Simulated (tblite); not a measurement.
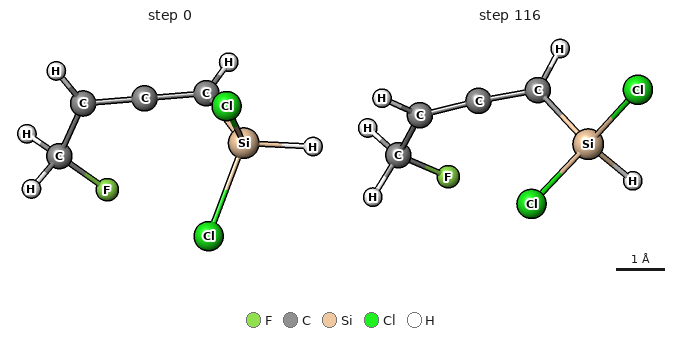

The structure of C₄H₅Cl₂FSi before (left) and after (right) a relaxation, at one scale.

The picture is a ball-and-stick view, seen at a tilt.

All numbers below come from GFN2-xTB geometry optimisation, gas phase (tblite 0.8.0). 

**Summarise the run.**

The energy falls by 10.2 kcal/mol in 116 geometry steps. A Cl atom moves most after the best rigid fit: 1.61 Å. Largest moves by element: Cl 1.61 Å, H 0.96 Å, F 0.53 Å, C 0.42 Å, Si 0.18 Å. Some distances before and after: Cl–Si 2.099 → 2.015 Å, C–Si 1.834 → 1.887 Å, C–H 1.046 → 1.082 Å, H–Si 1.479 → 1.456 Å. Among the angles between lasting bonds that change: C–C–H 127.5° → 114.6°, Si–C–H 127.7° → 117.6°, C–C–Si 114.0° → 123.3°. Groups turn about C–Si by about 60°. The run took 1.7 s on 1 thread of Arm Neoverse N1, with other jobs on the host.
